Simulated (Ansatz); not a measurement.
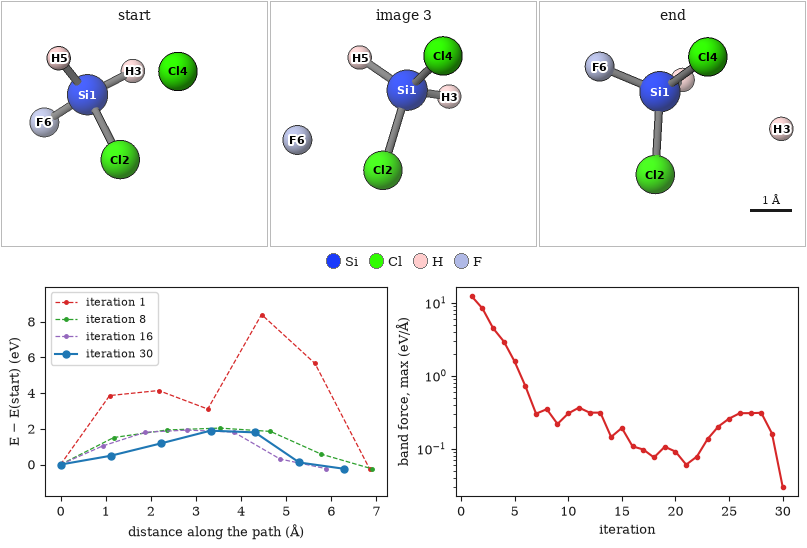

A nudged-elastic-band calculation for SiH2Cl2F (multiplicity 2), made up of SiH₂ClF and Cl. Images are numbered from 0 (start) to 6 (end). The plot follows the band through its iterations. The picture is a ball-and-stick view, seen from a free direction.

These are results of Ansatz 0.2.0, UKS BLYP-D4/6-31G*, not measurements. Set-up: 5 movable images; climbing image; force threshold 0.03 eV/Å; iteration limit 60; starting path through a guess of the saddle point.

### Judge this run.

The result isn't final. The band hadn't converged when the run stopped after 30 iterations. The largest component of the band force went from 12 to 0.03 eV/Å. The barrier read from it is provisional, though the highest image hardly moved in the last two iterations. The first iteration put the highest image at 8.41 eV. Forward barrier 1.90 eV, backward barrier 2.13 eV, with image 3 at the top; the reaction energy is −0.23 eV.

Limits of the set-up: the start holds two separate molecules, 2.8 Å apart at their closest, whose relative position is a soft coordinate.

The run took 8.2 min on 2 threads of Arm Neoverse N1, on a shared host, peak memory 0.2 GiB.
